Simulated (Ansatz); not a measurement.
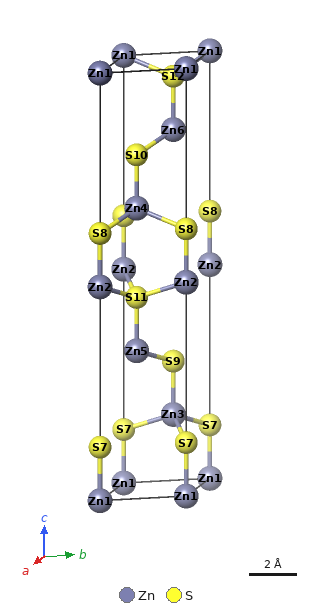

This is solid ZnS (set up in P6_3mc). Style: ball-and-stick. Shown: the cell of the calculation, slightly off an axis.

Computed with DFT PBE, scalar-relativistic, plane waves, PAW in Ansatz 0.2.0. Settings: plane-wave cutoff 420 eV; k-point mesh 12 × 12 × 2; occupations gaussian; smearing width 0.02 eV; no spin polarisation.

Change: The volume is changed by +10.0 %. The atoms are relaxed in that cell.

Question: What is the effect?

Answer: Cell: a = b 3.847 → 3.971 Å (+3.2 %), c 18.873 → 19.482 Å (+3.2 %). Volume +10.0 %. No atom moves by more than 0.005 Å relative to the cell. Some distances before and after: S–Zn 2.357 → 2.432 to 2.437 Å. The space group stays P6_3mc (No. 186). It costs 36.3 meV per atom. The pressure goes from 0.0 to −5.3 GPa.

The changed structure in the same view:

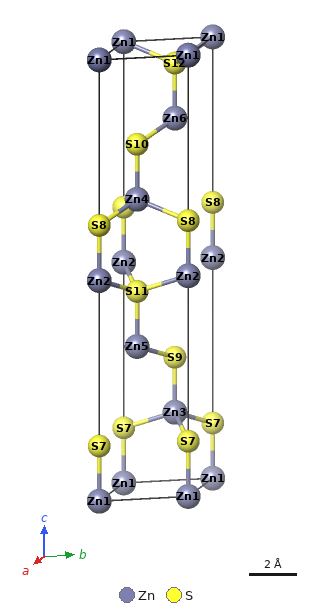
